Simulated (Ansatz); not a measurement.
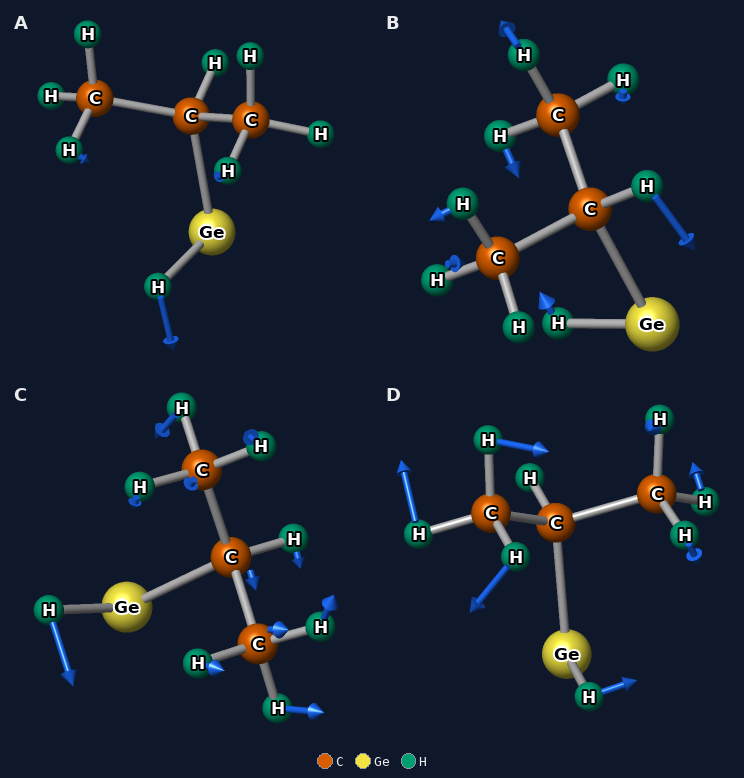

4 normal modes of one molecule or complex, as arrows. Harmonic vibrations computed with RKS PBE0-D4/def2-TZVP (Ansatz 0.2.0) at a stationary point of the same level.

> Match the panels to the wavenumbers 58 cm⁻¹, 233 cm⁻¹, 728 cm⁻¹, 1017 cm⁻¹.

A: 728 cm⁻¹, C–Ge–H bending
B: 1017 cm⁻¹, angle bending
C: 58 cm⁻¹
D: 233 cm⁻¹, a torsion or out-of-plane motion in which bond lengths and bond angles hardly change
